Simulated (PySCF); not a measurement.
C4H7 (SMILES [CH]=C(C)C) (doublet)

```tsv
atom	x (Å)	y (Å)	z (Å)
C	-0.1749	1.6596	-0.3572
C	0.0079	0.4057	-0.0941
C	1.3639	-0.2489	-0.1040
C	-1.1270	-0.5487	0.2522
H	-0.9721	2.3612	-0.4216
H	1.3845	-1.0527	-0.8388
H	1.5774	-0.6798	0.8733
H	2.1384	0.4721	-0.3481
H	-0.9589	-0.9678	1.2429
H	-2.0850	-0.0365	0.2413
H	-1.1488	-1.3615	-0.4718
```

Geometry: GFN2-xTB.

Method: UKS B3LYP, pcH-1 on C H, non-relativistic, mean-field spin-orbit, GIAO in PySCF.

What can the converged electron density, electron localisation function and spin density tell about the bonding?

Answer. C–C (1.29 Å): ρ at the midpoint is about 2.5 e/Å³; the ELF peaks at about 0.90 between the atoms: a multiple bond.
C–H (1.06 Å): the density is about 2.1 e/Å³ at the midpoint; the ELF climbs to about 1 towards the hydrogen, as it does in any bond to H; a covalent bond by its length.
The unpaired spin (1 electron) lies mostly on C1 (about 0.8), in electrons by Hirshfeld's partition.

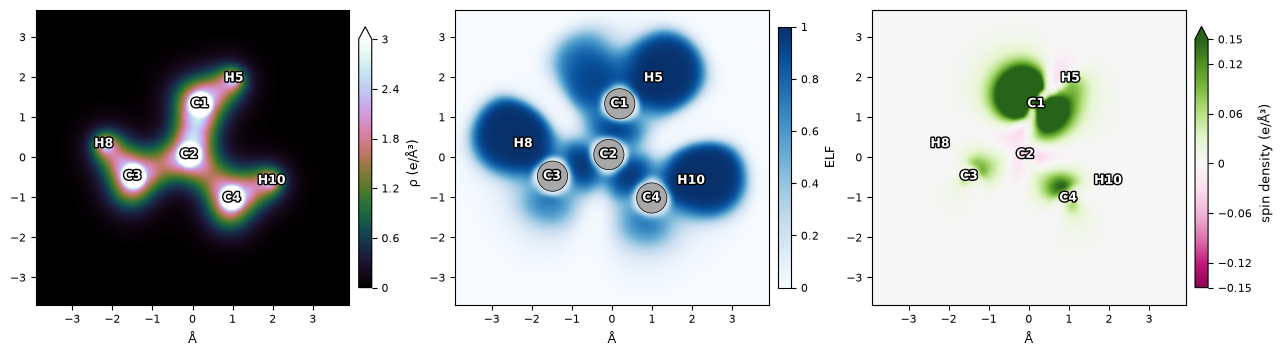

Computed electron density, electron localisation function and spin density on the plane of atoms C2, C1 and H5, in this order. Grey discs cover the atomic cores in the ELF map. 
